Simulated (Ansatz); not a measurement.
# H3NO (hydroxylamine) at CCSDT(Q)/STO-3G

What is the electronic atomisation energy of H3NO (hydroxylamine) at CCSDT(Q)/STO-3G? 

The calculation is run with Ansatz 0.2.0.

51 further runs of the same task are left out: 1 that didn't finish, 50 set aside as unsound or not needed.

### Step 1. The molecule

H3NO: 5 atoms, total charge 0, spin state singlet. As SMILES, `NO`. The shape is that of a GFN2-xTB optimisation. This is one conformer, not always the lowest.

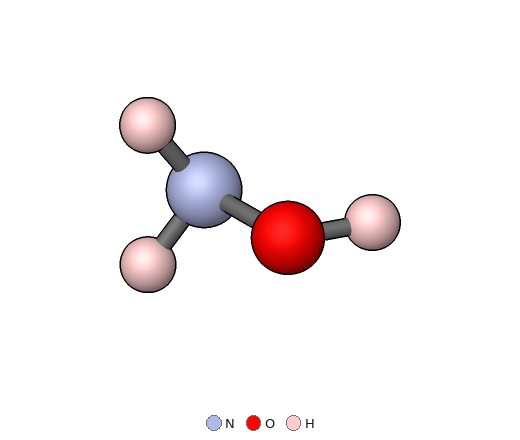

Viewed from a chosen angle; nitrogen light blue, oxygen red, hydrogen pink.

### Step 2. A single-point energy at CCSDT(Q)/STO-3G

in.yaml reads:

```yaml
crystal:
  periodic: [false, false, false]
  atoms:
    - {symbol: N, position_ang: [-0.178910, -0.366440, -0.312920]}
    - {symbol: O, position_ang: [0.371730, 0.674250, 0.501760]}
    - {symbol: H, position_ang: [-0.161770, -1.206140, 0.265260]}
    - {symbol: H, position_ang: [-1.156690, -0.114310, -0.454620]}
    - {symbol: H, position_ang: [1.125640, 1.012630, 0.000530]}
basis:
  gaussian: {orbitals: STO-3G}
correlation: {method: ccsdt_q, frozen_orbitals: {H: 0, "N": 1, O: 1}}
accuracy: high
scf: {omitted_lower_state_checks: [cluster_reference, increment]}
```

Launch:

```bash
$ ansatz run in.yaml --threads 1 --pin off --max-ram 2610MiB --events-out events.jsonl --progress --plain --runs-dir runs
```

Standard output:

```text
Warning: RAYON_NUM_THREADS=1 ignored (pool sized by the plan → 1); use --threads N
Functional definition: HF
  name "HF"
  exchange = exact_x
  correlation = 0
these checks for a lower state are left out or cut short: cluster_reference, increment
209 factors; integrals over basis functions are off by at most 3.8e-8 eV
mean field evaluation 1: about -3516.5313 eV, gradient 1.3e1 eV
mean field evaluation 2: about -3516.6594 eV, gradient 1.3e1 eV
mean field evaluation 4: about -3517.3340 eV, gradient 8.5e-1 eV
mean field evaluation 8: about -3517.3383 eV, gradient 2.4e-2 eV
mean field -3517.33825351 eV, -129.2597966791 hartree, gradient 2.2e-8 eV, S^2 0.000000; 0 other end points of the search recorded, 0 dependent functions left out
2 core orbitals not correlated: weight in the atoms' cores, before any rotation towards them, 1.000 or more for the frozen orbitals, at most 0.000 for the correlated occupied ones
reference -3517.33825351 eV, -129.2597966791 hartree; 7, 7 occupied and 4, 4 virtual orbitals, 209 factors
second order -2.22180125 eV of doubles, -0.00000000 eV of singles
cycle   1  -2.75295631 eV  change   -5.3e-1 eV  update   5.3e-2
cycle   2  -3.02389100 eV  change   -2.7e-1 eV  update   2.1e-2
cycle   3  -3.03986394 eV  change   -1.6e-2 eV  update   4.9e-3
cycle   4  -3.04277445 eV  change   -2.9e-3 eV  update   2.0e-3
cycle   5  -3.04237967 eV  change    3.9e-4 eV  update   6.3e-4
cycle   6  -3.04214333 eV  change    2.4e-4 eV  update   2.2e-4
cycle   7  -3.04211452 eV  change    2.9e-5 eV  update   7.1e-5
cycle   8  -3.04213121 eV  change   -1.7e-5 eV  update   2.9e-5
cycle   9  -3.04214229 eV  change   -1.1e-5 eV  update   1.1e-5
cycle  10  -3.04213905 eV  change    3.2e-6 eV  update   2.8e-6
cycle  11  -3.04213870 eV  change    3.6e-7 eV  update   9.7e-7
cycle  12  -3.04213872 eV  change   -2.4e-8 eV  update   3.4e-7
cycle  13  -3.04213906 eV  change   -3.4e-7 eV  update   1.0e-7
cycle  14  -3.04213910 eV  change   -4.3e-8 eV  update   3.8e-8
cycle  15  -3.04213910 eV  change    6.8e-9 eV  update   1.5e-8
cycle  16  -3.04213919 eV  change   -9.2e-8 eV  update   6.8e-8
cycle  17  -3.04213921 eV  change   -2.1e-8 eV  update   2.5e-8
cycle  18  -3.04213921 eV  change    2.2e-9 eV  update   6.4e-9
cycle  19  -3.04213921 eV  change    1.8e-9 eV  update   2.6e-9
cycle  20  -3.04213921 eV  change  -4.7e-11 eV  update  8.3e-10
perturbative correction -0.00248607 eV, -0.0000913615 hartree
Total energy: -3520.38287879 eV, -129.3716845943 hartree
Checks for a lower state left out: cluster_reference, increment
```

Run time: 0.18 s. Hardware: 1 thread of Arm Neoverse V1, shared host.

### Step 3. The H atom: the energy at UHF/STO-3G

job.yaml reads:

```yaml
basis:
  gaussian:
    orbitals: STO-3G
crystal:
  periodic: [false, false, false]
  atoms:
    - symbol: H
      position_ang: [0.000000, 0.000000, 0.000000]
hamiltonian:
  xc: hf
accuracy: high
magnetization:
  spin_polarized: true
  initial_magnetization: 1
```

Run the same way, it converges to -0.46658 Eh (log not shown).

### Step 4. The N atom at the same level

run.yaml reads:

```yaml
crystal:
  periodic: [false, false, false]
  atoms:
    - {symbol: "N", position_ang: [0.000000, 0.000000, 0.000000]}
basis:
  gaussian:
    orbitals: STO-3G
magnetization:
  spin_polarized: true
  initial_magnetization: 3
correlation:
  method: ccsdt_q
  frozen_orbitals: {"N": 1}
accuracy: high
scf:
  omitted_lower_state_checks: [cluster_reference, increment]
```

Run the same way, it converges to -53.71901 Eh (log not shown).

### Step 5. The O atom at the same level

in.yaml reads:

```yaml
crystal:
  periodic: [false, false, false]
  atoms:
    - {symbol: O, position_ang: [0.000000, 0.000000, 0.000000]}
basis:
  gaussian: {orbitals: STO-3G}
magnetization: {spin_polarized: true, initial_magnetization: 2}
correlation: {method: ccsdt_q, frozen_orbitals: {O: 1}}
accuracy: high
scf: {omitted_lower_state_checks: [cluster_reference, increment]}
```

Run the same way, it converges to -73.80415 Eh (log not shown).

### Step 6. Summary of results

At CCSDT(Q)/STO-3G, 2 core orbitals frozen:

| quantity | value |
| --- | --- |
| molecule: total energy | -129.37168 Eh |
| molecule: correlation energy (2 core orbitals frozen) | -111.9 mEh |
| molecule: T1 diagnostic | 0.006 |
| H atom: total energy | -0.46658 Eh |
| H atom: ⟨S²⟩ | 0.750 |
| N atom: total energy | -53.71901 Eh |
| N atom: correlation energy (1 core orbital frozen) | 0.0 mEh |
| N atom: ⟨S²⟩ of the reference determinant | 3.750 |
| N atom: T1 diagnostic | 0.000 |
| O atom: total energy | -73.80415 Eh |
| O atom: correlation energy (1 core orbital frozen) | 0.0 mEh |
| O atom: ⟨S²⟩ of the reference determinant | 2.000 |
| O atom: T1 diagnostic | 0.000 |
| electronic atomisation energy | 12.212 eV |

**Reading.** Taking the molecule apart into free atoms costs 12.21 eV (282 kcal/mol), before zero-point energy and without spin-orbit coupling. In a minimal basis such a difference can be off by several eV, whatever the method.
